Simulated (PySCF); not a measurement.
# [Pb(CCH)]+: other functionals and bases at one geometry

How far do other levels of theory move the description of [Pb(CCH)]+, and what does each cost? It is a constructed species; whether it can be made isn't addressed.

Method: several levels, as the steps say, no spin–orbit coupling; program: PySCF 2.14.0.

4 further runs of the same task are left out: 2 for a known fault of the program, 1 that didn't finish, 1 set aside as unsound or not needed. Runs told in other sessions of the task aren't counted.

**1. Where the work starts**

4 atoms, charge 1, spin multiplicity 1.

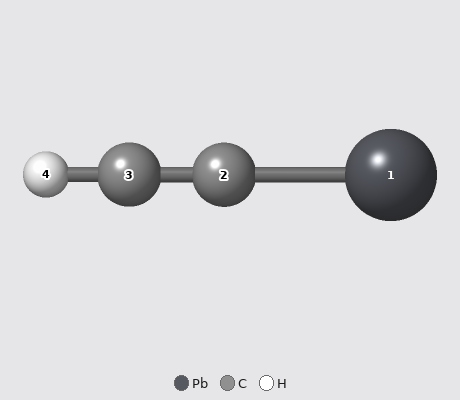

The structure; lead dark grey, carbon grey, hydrogen white; atoms are numbered from 1 in the order of the file.

Coordinates:

```xyz
4

Pb    0.0000    0.0000   -0.1847
C     0.0000    0.0000    1.9843
C     0.0000    0.0000    3.2169
H     0.0000    0.0000    4.2989
```

Formal oxidation states: Pb +2. An earlier session relaxed this geometry at r2SCAN, Pb def2-SVP with ECP60, C def2-SVP, H def2-SVP (singlet, point group C∞v).

At r2SCAN on the finer grid: E = -269.320786 Eh, HOMO -12.37 eV, LUMO -9.10 eV, Mulliken charge on Pb1 +1.09 e, largest force component 0.026 eV/Å. 

Levels to run: HF; CAM-B3LYP; B3LYP; revPBE; r2SCAN, TZVP; r2SCAN, x2c-SVP. Hardware: 2 threads of Arm Neoverse V2, shared host.

**2. HF**

Input file run.py (the lines that set the calculation):

```python
mol = gto.M(atom='''
Pb     0.00000     0.00000    -0.18468
C      0.00000     0.00000     1.98427
C      0.00000     0.00000     3.21686
H      0.00000     0.00000     4.29888''',
    basis={'Pb': 'def2-SVP', 'C': 'def2-SVP', 'H': 'def2-SVP'},
    ecp={'Pb': 'def2-SVP'},
    charge=1, spin=0)
mf = scf.RHF(mol)
mf = mf.density_fit()  # fitting sets: Pb def2-universal-JKFIT, C def2-universal-JKFIT, H def2-universal-JKFIT
mf.conv_tol = 1e-08; mf.max_cycle = 55
mf.kernel(dm0)  # dm0: the density of the relaxed state
```

Run with:

```sh
OMP_NUM_THREADS=2 python run.py
```

What it wrote:

```text
init E= -267.759171474051
  HOMO = -0.569016025366855  LUMO = -0.201570421485987  gap/eV = 9.99870
cycle= 1 E= -267.78052273891  delta_E= -0.0214  |g|= 0.0499  |ddm|= 0.885
  HOMO = -0.57124983031942  LUMO = -0.209065984758912  gap/eV = 9.85552
cycle= 2 E= -267.781880134299  delta_E= -0.00136  |g|= 0.0144  |ddm|= 0.17
  HOMO = -0.570607097532295  LUMO = -0.210087537159733  gap/eV = 9.81024
cycle= 3 E= -267.782044927607  delta_E= -0.000165  |g|= 0.00528  |ddm|= 0.0688
  HOMO = -0.570871893354784  LUMO = -0.209897897948211  gap/eV = 9.82260
cycle= 4 E= -267.782057675072  delta_E= -1.27e-05  |g|= 0.00239  |ddm|= 0.00929
  HOMO = -0.571182589921552  LUMO = -0.209955193043832  gap/eV = 9.82950
cycle= 5 E= -267.78206174484  delta_E= -4.07e-06  |g|= 0.000649  |ddm|= 0.006
  HOMO = -0.571185557752738  LUMO = -0.209870278165669  gap/eV = 9.83189
cycle= 6 E= -267.782062270961  delta_E= -5.26e-07  |g|= 0.000172  |ddm|= 0.0026
  HOMO = -0.571239484952607  LUMO = -0.209874991733954  gap/eV = 9.83323
cycle= 7 E= -267.782062293052  delta_E= -2.21e-08  |g|= 3.61e-05  |ddm|= 0.000428
  HOMO = -0.571226584640276  LUMO = -0.209877189820795  gap/eV = 9.83282
cycle= 8 E= -267.7820622936  delta_E= -5.47e-10  |g|= 7.68e-06  |ddm|= 6.95e-05
  HOMO = -0.571228872934241  LUMO = -0.209877368150773  gap/eV = 9.83288
Extra cycle  E= -267.782062293625  delta_E= -2.52e-11  |g|= 3.49e-06  |ddm|= 1.73e-05
converged SCF energy = -267.782062293625
```

Wall time 0.4 s (2 threads of Arm Neoverse V2, shared host).

Result: E = -267.782062 Eh, HOMO -15.54 eV, LUMO -5.71 eV, Mulliken charge on Pb1 +1.27 e, largest force component 2.740 eV/Å. 

**3. CAM-B3LYP**

run.py (the lines that set the calculation): that of step 2 with these lines changed.

```diff
@@ -8,3 +8,4 @@
     charge=1, spin=0)
-mf = scf.RHF(mol)
+mf = dft.RKS(mol, xc='CAMB3LYP')
+mf.grids.atom_grid = (75, 302)
 mf = mf.density_fit()  # fitting sets: Pb def2-universal-JKFIT, C def2-universal-JKFIT, H def2-universal-JKFIT
```

Run with:

```sh
OMP_NUM_THREADS=2 python run.py
```

What it wrote:

```text
init E= -269.198019100671
  HOMO = -0.535864383522996  LUMO = -0.279408057986665  gap/eV = 6.97853
cycle= 1 E= -269.19974746408  delta_E= -0.00173  |g|= 0.0301  |ddm|= 0.211
  HOMO = -0.523830246783525  LUMO = -0.284031857620464  gap/eV = 6.52525
cycle= 2 E= -269.199776318517  delta_E= -2.89e-05  |g|= 0.0296  |ddm|= 0.0893
  HOMO = -0.531679312997793  LUMO = -0.283094079082076  gap/eV = 6.76435
cycle= 3 E= -269.200087514361  delta_E= -0.000311  |g|= 0.00305  |ddm|= 0.0375
  HOMO = -0.531246165288342  LUMO = -0.283179334477672  gap/eV = 6.75024
cycle= 4 E= -269.20009251417  delta_E= -5e-06  |g|= 0.00183  |ddm|= 0.00933
  HOMO = -0.531235634092922  LUMO = -0.283176888617349  gap/eV = 6.75002
cycle= 5 E= -269.20009342266  delta_E= -9.08e-07  |g|= 0.000706  |ddm|= 0.00221
  HOMO = -0.531239901751452  LUMO = -0.283227341579384  gap/eV = 6.74877
cycle= 6 E= -269.200093591256  delta_E= -1.69e-07  |g|= 0.000116  |ddm|= 0.00113
  HOMO = -0.531206892413216  LUMO = -0.283218164780125  gap/eV = 6.74812
cycle= 7 E= -269.200093600507  delta_E= -9.25e-09  |g|= 6.17e-06  |ddm|= 0.000375
  HOMO = -0.53120843296392  LUMO = -0.283216730714305  gap/eV = 6.74820
Extra cycle  E= -269.200093600517  delta_E= -9.66e-12  |g|= 5.33e-06  |ddm|= 2.24e-05
converged SCF energy = -269.200093600517
```

Run time: 1.3 s. Hardware: 2 threads of Arm Neoverse V2, shared host.

Read off: E = -269.200094 Eh, HOMO -14.45 eV, LUMO -7.71 eV, Mulliken charge on Pb1 +1.08 e, largest force component 1.099 eV/Å. 

**4. B3LYP**

run.py (the lines that set the calculation): that of step 3 with these lines changed.

```diff
@@ -8,3 +8,3 @@
     charge=1, spin=0)
-mf = dft.RKS(mol, xc='CAMB3LYP')
+mf = dft.RKS(mol, xc='B3LYP')
 mf.grids.atom_grid = (75, 302)
```

Run with:

```sh
OMP_NUM_THREADS=2 python run.py
```

What it wrote:

```text
init E= -269.352702616873
  HOMO = -0.47889732552504  LUMO = -0.322629761405635  gap/eV = 4.25226
cycle= 1 E= -269.353427866404  delta_E= -0.000725  |g|= 0.0235  |ddm|= 0.206
  HOMO = -0.470155152572999  LUMO = -0.325680708943162  gap/eV = 3.93135
cycle= 2 E= -269.352737208628  delta_E= 0.000691  |g|= 0.0474  |ddm|= 0.0848
  HOMO = -0.477197347197229  LUMO = -0.324550059877876  gap/eV = 4.15374
cycle= 3 E= -269.353630720334  delta_E= -0.000894  |g|= 0.00705  |ddm|= 0.0586
  HOMO = -0.477315670756908  LUMO = -0.324677652595272  gap/eV = 4.15349
cycle= 4 E= -269.353643836225  delta_E= -1.31e-05  |g|= 0.00123  |ddm|= 0.0065
  HOMO = -0.477242559558765  LUMO = -0.324695729884496  gap/eV = 4.15101
cycle= 5 E= -269.353644260858  delta_E= -4.25e-07  |g|= 5.75e-05  |ddm|= 0.00124
  HOMO = -0.477245408724948  LUMO = -0.324698786092481  gap/eV = 4.15101
cycle= 6 E= -269.353644262047  delta_E= -1.19e-09  |g|= 6.39e-06  |ddm|= 9.17e-05
  HOMO = -0.477245577968933  LUMO = -0.324696900516455  gap/eV = 4.15106
Extra cycle  E= -269.35364426203  delta_E= 1.72e-11  |g|= 1.09e-05  |ddm|= 2.88e-05
converged SCF energy = -269.35364426203
```

Wall time 1 s (2 threads of Arm Neoverse V2, shared host).

It gives: E = -269.353644 Eh, HOMO -12.99 eV, LUMO -8.84 eV, Mulliken charge on Pb1 +1.06 e, largest force component 0.373 eV/Å. 

**5. revPBE**

run.py (the lines that set the calculation): that of step 4 with these lines changed.

```diff
@@ -8,3 +8,3 @@
     charge=1, spin=0)
-mf = dft.RKS(mol, xc='B3LYP')
+mf = dft.RKS(mol, xc='PBE_R,PBE')
 mf.grids.atom_grid = (75, 302)
```

Run with:

```sh
OMP_NUM_THREADS=2 python run.py
```

What it wrote:

```text
init E= -269.351897230577
  HOMO = -0.444414651810384  LUMO = -0.337669701554182  gap/eV = 2.90468
cycle= 1 E= -269.352880036605  delta_E= -0.000983  |g|= 0.0119  |ddm|= 0.293
  HOMO = -0.444244713904102  LUMO = -0.337047363430969  gap/eV = 2.91699
cycle= 2 E= -269.352653709292  delta_E= 0.000226  |g|= 0.0308  |ddm|= 0.0399
  HOMO = -0.444758455729741  LUMO = -0.336804297996552  gap/eV = 2.93758
cycle= 3 E= -269.352897948099  delta_E= -0.000244  |g|= 0.00819  |ddm|= 0.0301
  HOMO = -0.444392538989699  LUMO = -0.337255067020486  gap/eV = 2.91536
cycle= 4 E= -269.352918710125  delta_E= -2.08e-05  |g|= 0.00261  |ddm|= 0.0133
  HOMO = -0.444756329687784  LUMO = -0.337209474589261  gap/eV = 2.92650
cycle= 5 E= -269.352921235907  delta_E= -2.53e-06  |g|= 0.000688  |ddm|= 0.00414
  HOMO = -0.444651909458804  LUMO = -0.337201599694565  gap/eV = 2.92387
cycle= 6 E= -269.35292144789  delta_E= -2.12e-07  |g|= 4.18e-05  |ddm|= 0.000987
  HOMO = -0.444650388007706  LUMO = -0.337202234816909  gap/eV = 2.92381
cycle= 7 E= -269.352921448311  delta_E= -4.21e-10  |g|= 9.06e-06  |ddm|= 8.15e-05
  HOMO = -0.444652783720168  LUMO = -0.33720025234799  gap/eV = 2.92393
Extra cycle  E= -269.352921447941  delta_E= 3.7e-10  |g|= 3.19e-05  |ddm|= 5.45e-05
converged SCF energy = -269.352921447941
```

It took 1.1 s on 2 threads of Arm Neoverse V2, shared host.

Result: E = -269.352921 Eh, HOMO -12.10 eV, LUMO -9.18 eV, Mulliken charge on Pb1 +1.04 e, largest force component 0.781 eV/Å. 

**6. r2SCAN, TZVP**

Basis: Pb def2-TZVP with ECP60, C def2-TZVP, H def2-TZVP. 

Input file run.py (the lines that set the calculation):

```python
mol = gto.M(atom='''
Pb     0.00000     0.00000    -0.18468
C      0.00000     0.00000     1.98427
C      0.00000     0.00000     3.21686
H      0.00000     0.00000     4.29888''',
    basis={'Pb': 'def2-TZVP', 'C': 'def2-TZVP', 'H': 'def2-TZVP'},
    ecp={'Pb': 'def2-TZVP'},
    charge=1, spin=0)
mf = dft.RKS(mol, xc='R2SCAN')
mf.grids.atom_grid = (75, 302)
mf = mf.density_fit()  # fitting sets: Pb def2-universal-JKFIT, C def2-universal-JKFIT, H def2-universal-JKFIT
mf.conv_tol = 1e-08; mf.max_cycle = 55
mf.kernel(dm0)  # dm0: free metal ions and neutral atoms
```

Run with:

```sh
OMP_NUM_THREADS=2 python run.py
```

What it wrote:

```text
init E= -272.461566047558
  HOMO = -0.371896213076715  LUMO = -0.264556698082003  gap/eV = 2.92086
cycle= 1 E= -265.300818934481  delta_E= 7.16  |g|= 2.71  |ddm|= 4.07
cycle= 2 E= -199.189866033689  delta_E= 66.1  |g|= 10.4  |ddm|= 12.3
  HOMO = -0.824005167530198  LUMO = -0.822884743706179  gap/eV = 0.03049
cycle= 3 E= -262.539115729317  delta_E= -63.3  |g|= 4.95  |ddm|= 10.3
  HOMO = -0.517496715604657  LUMO = -0.513211283941864  gap/eV = 0.11661
cycle= 4 E= -266.315161727229  delta_E= -3.78  |g|= 2.41  |ddm|= 2.64
  HOMO = -0.483844091856509  LUMO = -0.29406614430278  gap/eV = 5.16412
cycle= 5 E= -269.292134662386  delta_E= -2.98  |g|= 0.587  |ddm|= 4.14
  HOMO = -0.458797084819853  LUMO = -0.30159050624318  gap/eV = 4.27781
cycle= 6 E= -269.20848915276  delta_E= 0.0836  |g|= 0.837  |ddm|= 1.39
  HOMO = -0.465967227200614  LUMO = -0.323059334871313  gap/eV = 3.88872
cycle= 7 E= -269.401821092885  delta_E= -0.193  |g|= 0.238  |ddm|= 0.552
  HOMO = -0.461915994557872  LUMO = -0.329136333389932  gap/eV = 3.61312
cycle= 8 E= -269.411814160594  delta_E= -0.00999  |g|= 0.115  |ddm|= 0.378
  HOMO = -0.450846154358152  LUMO = -0.332841367877295  gap/eV = 3.21107
cycle= 9 E= -269.416237160746  delta_E= -0.00442  |g|= 0.0121  |ddm|= 0.236
  HOMO = -0.452750027033674  LUMO = -0.334110594767229  gap/eV = 3.22834
cycle= 10 E= -269.416270984254  delta_E= -3.38e-05  |g|= 0.00252  |ddm|= 0.0251
  HOMO = -0.452533415108981  LUMO = -0.333840509736144  gap/eV = 3.22980
cycle= 11 E= -269.41627220152  delta_E= -1.22e-06  |g|= 0.000639  |ddm|= 0.0083
  HOMO = -0.452594215786251  LUMO = -0.333883243251706  gap/eV = 3.23029
cycle= 12 E= -269.416272276234  delta_E= -7.47e-08  |g|= 0.000104  |ddm|= 0.00172
  HOMO = -0.452598515778018  LUMO = -0.333892097017803  gap/eV = 3.23017
cycle= 13 E= -269.416272279178  delta_E= -2.94e-09  |g|= 3.36e-05  |ddm|= 0.000356
  HOMO = -0.452605833520324  LUMO = -0.333887692202512  gap/eV = 3.23049
Extra cycle  E= -269.416272274646  delta_E= 4.53e-09  |g|= 0.000122  |ddm|= 0.000126
converged SCF energy = -269.416272274646
```

Wall time 6 s (2 threads of Arm Neoverse V2, shared host).

It gives: E = -269.416272 Eh, HOMO -12.32 eV, LUMO -9.09 eV, Mulliken charge on Pb1 +1.30 e, largest force component 0.689 eV/Å. 

**7. r2SCAN, x2c-SVP**

Basis: Pb x2c-SVPall, C x2c-SVPall, H x2c-SVPall. All electrons are treated, with the spin-free X2C Hamiltonian.

Input file run.py (the lines that set the calculation):

```python
mol = gto.M(atom='''
Pb     0.00000     0.00000    -0.18468
C      0.00000     0.00000     1.98427
C      0.00000     0.00000     3.21686
H      0.00000     0.00000     4.29888''',
    basis={'Pb': 'x2c-SVPall', 'C': 'x2c-SVPall', 'H': 'x2c-SVPall'},
    nucmod='G',
    charge=1, spin=0)
mf = dft.RKS(mol, xc='R2SCAN')
mf.grids.atom_grid = (99, 590)
mf = mf.density_fit()  # fitting sets: Pb AutoAux, C AutoAux, H AutoAux
mf = mf.sfx2c1e()
mf.conv_tol = 1e-08; mf.max_cycle = 55
mf.kernel(dm0)  # dm0: free metal ions and neutral atoms
```

Run with:

```sh
OMP_NUM_THREADS=2 python run.py
```

What it wrote:

```text
init E= -20964.2637084771
  HOMO = -0.368868064522171  LUMO = -0.259018689052224  gap/eV = 2.98915
cycle= 1 E= -20957.0330858902  delta_E= 7.23  |g|=  2.6  |ddm|= 4.05
cycle= 2 E= -20890.7905062612  delta_E= 66.2  |g|= 9.46  |ddm|= 17.8
  HOMO = -0.801497573485041  LUMO = -0.799077542290947  gap/eV = 0.06585
cycle= 3 E= -20956.7708901331  delta_E=  -66  |g|= 3.05  |ddm|= 16.2
  HOMO = -0.446533169406566  LUMO = -0.317315300167571  gap/eV = 3.51620
cycle= 4 E= -20960.9697448214  delta_E= -4.2  |g|= 0.694  |ddm|= 4.68
  HOMO = -0.501454071770198  LUMO = -0.319889664321437  gap/eV = 4.94062
cycle= 5 E= -20961.0369976188  delta_E= -0.0673  |g|= 0.737  |ddm|= 1.42
  HOMO = -0.483840330178856  LUMO = -0.310914048582152  gap/eV = 4.70556
cycle= 6 E= -20961.0923225669  delta_E= -0.0553  |g|= 0.497  |ddm|= 0.848
  HOMO = -0.461966176975456  LUMO = -0.331821611858701  gap/eV = 3.54141
cycle= 7 E= -20961.1762450926  delta_E= -0.0839  |g|= 0.0636  |ddm|= 0.568
  HOMO = -0.452212076199807  LUMO = -0.334749536198683  gap/eV = 3.19632
cycle= 8 E= -20961.1778855979  delta_E= -0.00164  |g|= 0.018  |ddm|= 0.111
  HOMO = -0.454585852640879  LUMO = -0.334931465648131  gap/eV = 3.25596
cycle= 9 E= -20961.1779870913  delta_E= -0.000101  |g|= 0.00493  |ddm|= 0.0274
  HOMO = -0.454287790728056  LUMO = -0.335136460236523  gap/eV = 3.24227
cycle= 10 E= -20961.1779963956  delta_E= -9.3e-06  |g|= 0.00131  |ddm|= 0.00586
  HOMO = -0.454295716841654  LUMO = -0.335199344378054  gap/eV = 3.24078
cycle= 11 E= -20961.1779968467  delta_E= -4.51e-07  |g|= 0.000102  |ddm|= 0.00138
  HOMO = -0.454284078540693  LUMO = -0.335192538486738  gap/eV = 3.24065
cycle= 12 E= -20961.1779968492  delta_E= -2.55e-09  |g|= 2.86e-05  |ddm|= 0.000179
  HOMO = -0.454296835436247  LUMO = -0.335192961939996  gap/eV = 3.24098
Extra cycle  E= -20961.1779968474  delta_E= 1.81e-09  |g|= 7.25e-05  |ddm|= 0.000121
converged SCF energy = -20961.1779968474
```

Run time: 14 s. Hardware: 2 threads of Arm Neoverse V2, shared host.

Read off: E = -20961.177997 Eh, HOMO -12.36 eV, LUMO -9.12 eV, Mulliken charge on Pb1 +1.15 e, largest force component 0.441 eV/Å. 

**8. Results**

| level | state | HOMO (eV) | gap (eV) | charge on Pb1 (e) | dipole (D) | largest force component (eV/Å) | basis functions | time |
| --- | --- | --- | --- | --- | --- | --- | --- | --- |
| r2SCAN (relaxed here) | singlet | -12.37 | 3.27 | 1.09 | 1.16 | 0.03 | 59 | 4.7 s |
| HF | singlet | -15.54 | 9.83 | 1.27 | 0.49 | 2.74 | 59 | 0.4 s |
| CAM-B3LYP | singlet | -14.45 | 6.75 | 1.08 | 0.84 | 1.10 | 59 | 1.3 s |
| B3LYP | singlet | -12.99 | 4.15 | 1.06 | 1.12 | 0.37 | 59 | 1 s |
| revPBE | singlet | -12.10 | 2.92 | 1.04 | 1.27 | 0.78 | 59 | 1.1 s |
| r2SCAN, TZVP | singlet | -12.32 | 3.23 | 1.30 | 1.10 | 0.69 | 118 | 6 s |
| r2SCAN, x2c-SVP | singlet | -12.36 | 3.24 | 1.15 | 1.13 | 0.44 | 95 | 14 s |

Times are on 2 threads of Arm Neoverse V2, shared host; the first row also made further properties. The dipole of a charged species depends on the origin, so these sizes hold for this origin alone.

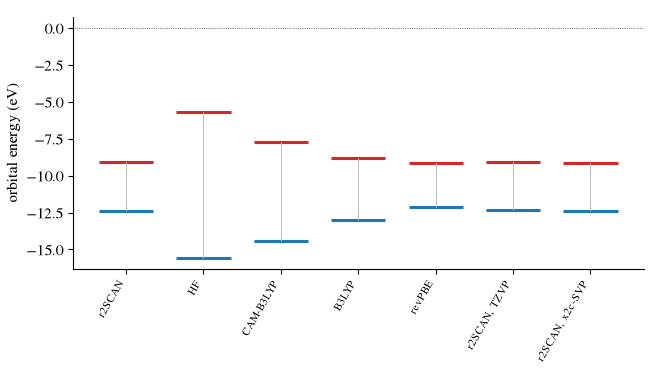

Highest filled and lowest empty level, method by method.

In one basis the HOMO–LUMO gap runs from 2.92 eV (revPBE) to 9.83 eV (HF). The largest leftover force, 2.74 eV/Å with HF, stands at a geometry relaxed at another level. The Mulliken charge on Pb spans +1.04 to +1.30 e over the levels. Total energies of different levels can't be compared. Spin–orbit coupling is left out throughout.
